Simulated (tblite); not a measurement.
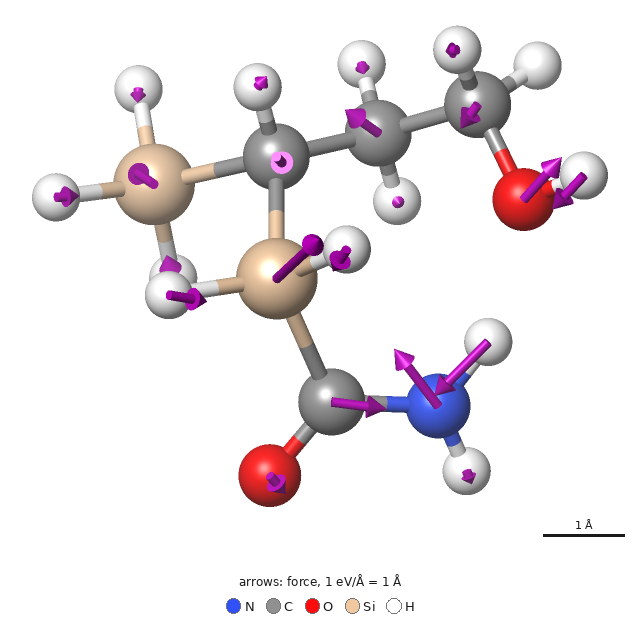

Starting geometry of C4H13NO2Si2 with the computed forces as purple arrows. Style: ball-and-stick. Shown at a tilt.

Method: GFN2-xTB geometry optimisation, gas phase (tblite). 

What follows when this structure is relaxed?

Answer. It isn't relaxed: the largest force vector, on a Si atom, is 1.69 eV/Å. The final displacements have little in common with the starting forces (cosine between the two patterns 0.28). After 63 geometry steps the energy has fallen by 0.257 eV. The largest move after the best rigid fit is that of an H atom, 0.28 Å. Largest moves by element: H 0.28 Å, Si 0.22 Å, O 0.10 Å, C 0.07 Å, N 0.07 Å. Among the contacts that change: H–Si 1.509 → 1.470 Å, H–N 1.031 → 1.006 Å, H–Si 1.484 → 1.460 Å, C–Si 1.889 → 1.912 Å. Among the angles between lasting bonds that change: Si–C–Si 101.3° → 110.9°, C–Si–H 105.7° → 113.8°, C–Si–H 114.0° → 107.3°. The run took 1 s on 1 thread of Arm Neoverse N1 (shared host).
